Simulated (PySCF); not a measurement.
# C₃H₁₃ClSi₄: what the fields show

```xyz
21

C    -1.6394    1.4229   -0.5410
C    -1.6372   -0.1040   -0.6231
Si   -1.7366   -0.8375    1.1520
Si    0.4393   -0.7044    1.9724
Si    1.6201   -0.7960   -0.0533
C     2.8710    0.6562   -0.2360
Cl    2.0212    2.2118   -0.0259
Si   -0.1073   -0.7035   -1.6230
H    -0.7661    1.7880   -0.0031
H    -1.6272    1.8696   -1.5346
H    -2.5260    1.7880   -0.0235
H    -2.5370   -0.4058   -1.1672
H    -2.7952   -0.1233    1.8804
H    -2.2073   -2.2270    1.0357
H     0.7033    0.4960    2.7768
H     0.7653   -1.8094    2.8850
H     2.5210   -1.9547   -0.2315
H     3.3443    0.6938   -1.2149
H     3.6531    0.6301    0.5196
H     0.0494    0.1675   -2.7960
H    -0.4176   -2.0414   -2.1495
```

Geometry: GFN2-xTB.

Computed with PBE0/pcSseg-1, SCF density, gas phase, non-relativistic in PySCF.

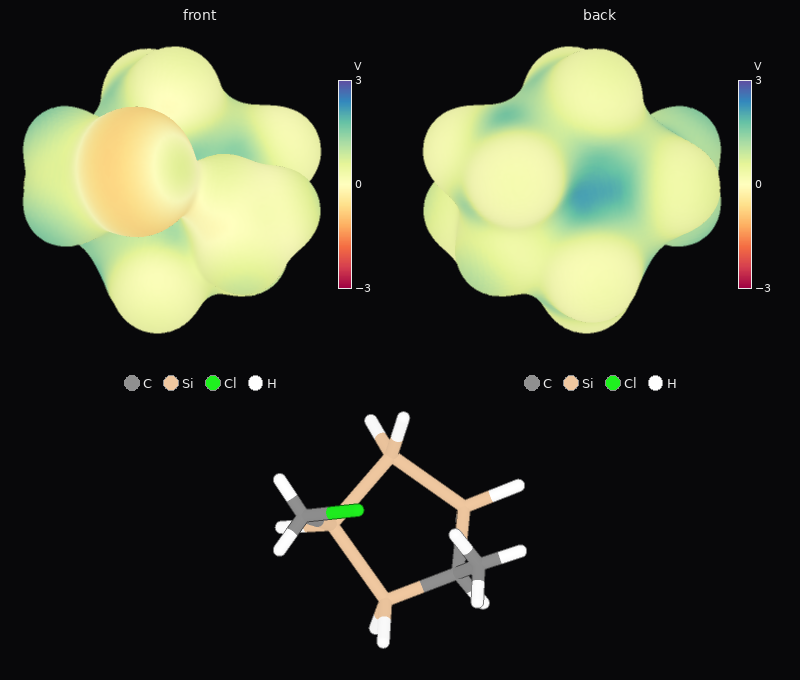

Figure 1. The molecular electrostatic potential painted on the density surface at 0.004 e/bohr³, seen from the front and from behind; the colour scale runs from red (negative) to blue (positive). The bare structure is drawn below in the same view.

Question: Which sites attract a positive test charge, and which a negative one?

Answer: A positive charge is drawn to the negative regions and a negative charge to the positive ones. The most negative region (about −0.7 V, or −16 kcal/mol for a unit charge) lies over Cl7, the most positive (about +2.0 V, or +46 kcal/mol for a unit charge) over Si3, Si4, Si5 and Si8. Cl7 shows a σ-hole: about +0.6 V, or +14 kcal/mol for a unit charge at the tip opposite its bond, against about −0.3 V on its flanks.

Question: What dipole moment does the calculation give?

Answer: Its dipole moment is 1.06 D.

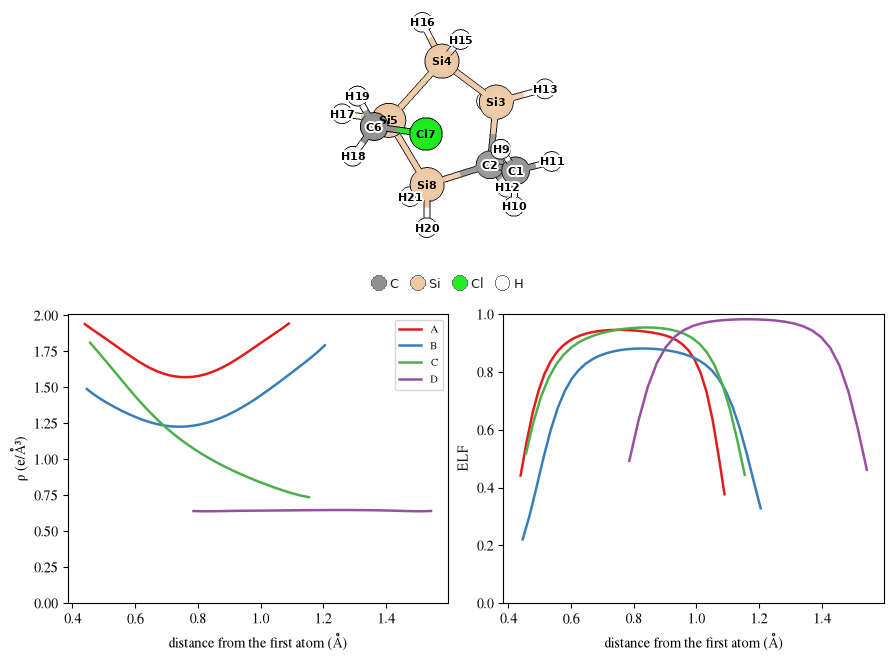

Figure 2. Electron density and ELF along straight lines between neighbouring atoms. The curves leave out the atomic cores. The structure is drawn too.

Question: Which curve belongs to which contact (C–C, C–Cl, C–Si and Si–Si)? The first atom named is at distance zero.

Answer: Curve A: C–C (1.53 Å): ρ is about 1.6 e/Å³ halfway; the ELF peaks at about 0.95 between the atoms; localised, covalent bonding. Curve B: C–Cl (1.78 Å): ρ is about 1.3 e/Å³ halfway; the ELF peaks at about 0.90 between the atoms; a covalent bond. Curve C: C–Si (1.92 Å): the density is about 0.87 e/Å³ at the midpoint; the ELF peaks at about 0.95 between the atoms: a covalent bond. Curve D: Si–Si (2.33 Å): ρ is about 0.65 e/Å³ halfway; the ELF peaks at about 1 between the atoms; a covalent bond.
